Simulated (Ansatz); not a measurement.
# Si2H2OF2 (SMILES F[Si]1(F)O[SiH2]1): MP2/def2-SVP

Aim: the vertical ionisation energy of Si2H2OF2 at MP2/def2-SVP, from 2 runs. 

Program for the calculation: Ansatz 0.2.0.

49 further runs of the same task are left out: 49 set aside as unsound or not needed. Runs told in other sessions of the task aren't counted.

## 1. Starting point

The species is Si2H2OF2 (7 atoms), meant as a singlet with charge 0. SMILES: `F[Si]1(F)O[SiH2]1`. The coordinates come from a PBE0-D4/def2-TZVP relaxation.

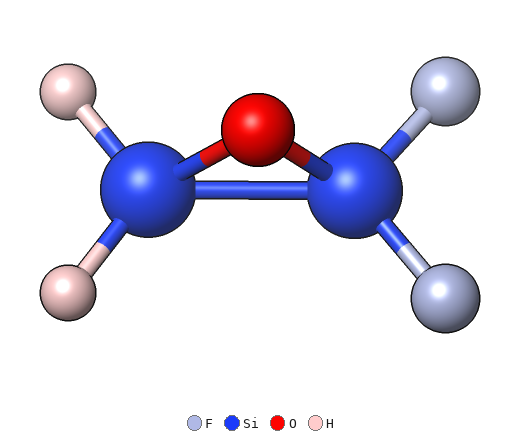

Viewed from a chosen angle; fluorine light blue, silicon blue, oxygen red, hydrogen pink.

## 2. A single-point energy at MP2/def2-SVP

File input.yaml:

```yaml
crystal:
  periodic: [false, false, false]
  atoms:
    - {symbol: F, position_ang: [0.424200, -1.612100, 1.693800]}
    - {symbol: Si, position_ang: [0.037900, -1.026000, 0.280100]}
    - {symbol: F, position_ang: [-0.194200, -2.288000, -0.639100]}
    - {symbol: O, position_ang: [1.103500, 0.077900, -0.322100]}
    - {symbol: Si, position_ang: [-0.304800, 1.058600, -0.232800]}
    - {symbol: H, position_ang: [-0.202300, 2.188800, 0.720000]}
    - {symbol: H, position_ang: [-0.802800, 1.532800, -1.545500]}
basis:
  gaussian:
    orbitals: def2-SVP
accuracy: high
correlation:
  method: mp2
  frozen_orbitals: {F: 1, H: 0, O: 1, Si: 5}
```

The run is started by

```bash
ansatz run input.yaml --threads 1 --pin off --max-ram 2610MiB --events-out events.jsonl --progress --plain --runs-dir runs
```

What it wrote:

```text
Warning: RAYON_NUM_THREADS=1 ignored (pool sized by the plan → 1); use --threads N
Functional definition: HF
  name "HF"
  exchange = exact_x
  correlation = 0
1781 factors; integrals over basis functions are off by at most 3.9e-9 eV
mean field evaluation 1: about -23193.2904 eV, gradient 4.6e1 eV
mean field evaluation 2: about -23193.3906 eV, gradient 4.6e1 eV
mean field evaluation 4: about -23197.5682 eV, gradient 3.3e0 eV
mean field evaluation 8: about -23197.6163 eV, gradient 6.3e-2 eV
mean field evaluation 16: about -23197.6163 eV, gradient 7.3e-9 eV
mean field -23197.61629008 eV, -852.4966747512 hartree, gradient 7.3e-9 eV, S^2 0.000000; 0 other end points of the search recorded, 0 dependent functions left out
13 core orbitals not correlated: weight in the atoms' cores, before any rotation towards them, 1.000 or more for the frozen orbitals, at most 0.000 for the correlated occupied ones
reference -23197.61629008 eV, -852.4966747512 hartree; 15, 15 occupied and 60, 60 virtual orbitals, 1781 factors
second order -19.97677002 eV of doubles, -0.00000000 eV of singles
Total energy: -23217.59306010 eV, -853.2308075088 hartree
```

Run time: 3.3 s. Hardware: 1 thread of Arm Neoverse V1, shared host; peak memory 0.24 GiB.

## 3. The doublet cation at the same level

File run.yaml:

```yaml
crystal:
  periodic: [false, false, false]
  atoms:
    - {symbol: F, position_ang: [0.424200, -1.612100, 1.693800]}
    - {symbol: Si, position_ang: [0.037900, -1.026000, 0.280100]}
    - {symbol: F, position_ang: [-0.194200, -2.288000, -0.639100]}
    - {symbol: O, position_ang: [1.103500, 0.077900, -0.322100]}
    - {symbol: Si, position_ang: [-0.304800, 1.058600, -0.232800]}
    - {symbol: H, position_ang: [-0.202300, 2.188800, 0.720000]}
    - {symbol: H, position_ang: [-0.802800, 1.532800, -1.545500]}
basis:
  gaussian:
    orbitals: def2-SVP
total_charge: 1
magnetization:
  spin_polarized: true
  initial_magnetization: 1
correlation:
  method: mp2
  frozen_orbitals: {F: 1, H: 0, O: 1, Si: 5}
accuracy: high
```

The run is started by

```bash
ansatz run run.yaml --threads 1 --pin off --max-ram 2610MiB --events-out events.jsonl --progress --plain --runs-dir runs
```

What it wrote:

```text
Warning: RAYON_NUM_THREADS=1 ignored (pool sized by the plan → 1); use --threads N
[... 4 set-up lines as earlier in the session ...]
1779 factors; integrals over basis functions are off by at most 3.9e-9 eV
mean field evaluation 1: about -23179.5202 eV, gradient 4.7e1 eV
mean field evaluation 2: about -23179.6190 eV, gradient 4.7e1 eV
mean field evaluation 4: about -23188.0306 eV, gradient 3.7e0 eV
mean field evaluation 8: about -23188.1817 eV, gradient 7.7e-1 eV
mean field evaluation 16: about -23188.2136 eV, gradient 5.8e-5 eV
mean field -23188.21363056 eV, -852.1511333872 hartree, gradient 2.4e-8 eV, S^2 0.769983; 1 other end points of the search recorded, 0 dependent functions left out
13 core orbitals not correlated: weight in the atoms' cores, before any rotation towards them, 1.000 or more for the frozen orbitals, at most 0.000 for the correlated occupied ones
reference -23188.21363056 eV, -852.1511333872 hartree; 15, 14 occupied and 60, 61 virtual orbitals, 1779 factors
second order -19.52611421 eV of doubles, -0.00000000 eV of singles
Total energy: -23207.73974476 eV, -852.8687048490 hartree
```

It took 6 s on 1 thread of Arm Neoverse V1, shared host; peak memory 0.32 GiB.

## 4. Outcome

At MP2/def2-SVP, 13 core orbitals frozen:

```
                                                      quantity          value
                                singlet Si2H2OF2: total energy  -853.23081 Eh
singlet Si2H2OF2: correlation energy (13 core orbitals frozen)     -734.1 mEh
                                  doublet cation: total energy  -852.86870 Eh
  doublet cation: correlation energy (13 core orbitals frozen)     -717.6 mEh
             doublet cation: ⟨S²⟩ of the reference determinant          0.770
            vertical ionisation energy (to the doublet cation)       9.853 eV
```

**Reading.** The vertical ionisation energy comes to 9.85 eV (227 kcal/mol).
